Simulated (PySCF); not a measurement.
Input

```
{"job": {"kind": "epr", "basis": "pcH-1"}, "charge": 0, "multiplicity": 2}
C      3.003058     0.300007     0.408063
C      2.087444    -0.899128     0.485715
C      0.814466    -0.910064     0.243438
Si    -0.791897    -0.147554    -0.226143
C     -0.644105     1.731144    -0.596953
C     -1.434855    -1.027018    -1.790713
C     -2.012499    -0.387726     1.218568
H      3.467902     0.469135     1.378126
H      3.791143     0.111913    -0.319375
H      2.446021     1.184938     0.115591
H      2.601879    -1.813289     0.779066
H     -0.279117     2.272379     0.270538
H     -1.605181     2.155841    -0.872140
H      0.045074     1.913967    -1.415642
H     -1.541466    -2.094160    -1.624256
H     -0.754528    -0.892233    -2.625884
H     -2.405352    -0.642971    -2.091410
H     -1.664711     0.114567     2.115947
H     -2.994118     0.010241     0.978153
H     -2.134309    -1.439310     1.457790
```

Run with:

```sh
OMP_NUM_THREADS=1 python probes_run.py task.json out
```

Geometry: GFN2-xTB.

Computed with UKS B3LYP, pcH-1 on C H Si, non-relativistic, mean-field spin-orbit, GIAO in PySCF 2.14.0, density-fitted response routines.

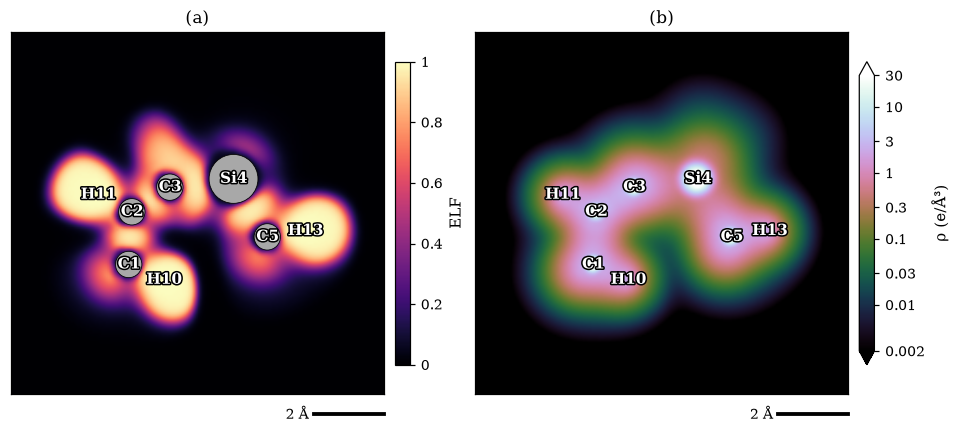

C₆H₁₃Si (SMILES C/C=[C]\[Si](C)(C)C) (doublet). (a) electron localisation function; (b) electron density on the plane of atoms C2, C3 and Si4. Grey discs cover the atomic cores in the ELF map.

> Describe what can be read from this map.

The plane passes through C, Si and H nuclei.
C–C (1.30 Å): the density is about 2.4 e/Å³ at the midpoint; the ELF peaks at about 0.90 between the atoms (a multiple bond).
C–Si (1.84 Å): ρ is about 0.88 e/Å³ halfway; the ELF peaks at about 0.95 between the atoms: a shared electron pair.
C–H (1.09 Å): ρ is about 1.9 e/Å³ halfway; the ELF climbs to about 1 towards the hydrogen, as it does in any bond to H (a covalent bond by its length).
C–Si (1.92 Å): ρ at the midpoint is about 0.89 e/Å³; the ELF peaks at about 0.95 between the atoms, as expected for a covalent bond.
